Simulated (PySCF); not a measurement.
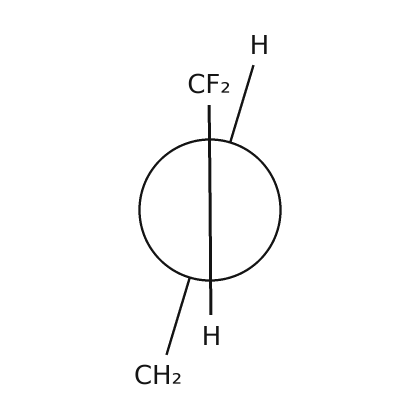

A Newman projection along the C–C bond, carbon in front; angles are drawn as computed, but eclipsed bonds slightly apart. The geometry was computed by an optimisation with PBE0-D3(BJ)/def2-SVP. No frequency run is at hand to confirm it as a minimum.

Question: Which molecule is it?

Answer: C4H4F2, C=CC=C(F)F

Question: What is the torsion angle from the front CF2 to the back CH2? The sign is positive where the front bond must turn clockwise to cover the back bond.

Answer: 180°, antiperiplanar (anti).
